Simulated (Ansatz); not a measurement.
# CdSe, response to strain

The parent structure is CdSe in the zinc blende structure (space group F-43m, No. 216).

```xyz
2
Lattice="0.0000 3.0409 3.0409 3.0409 0.0000 3.0409 3.0409 3.0409 0.0000" Properties=species:S:1:pos:R:3 pbc="T T T"
Se     4.5614     4.5614     4.5614
Cd     0.0000     0.0000     0.0000
```

Strains are applied to the cell and any free atomic positions relax.

Calculations: Ansatz (an electronic-structure program) PBEsol, spin-orbit coupling left out.

Notes on the quantities. energy relative to the base: free energy F.

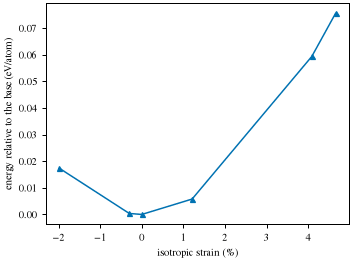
Energy relative to the base against isotropic strain

From the plot, what is the energy relative to the base for isotropic strain +4.66 %?

About 0.076 eV/atom.

Is the trend monotonic over the range shown?

No, it turns within the range, spanning 0 meV/atom to +76 meV/atom.

Stability against distortions was not tested.
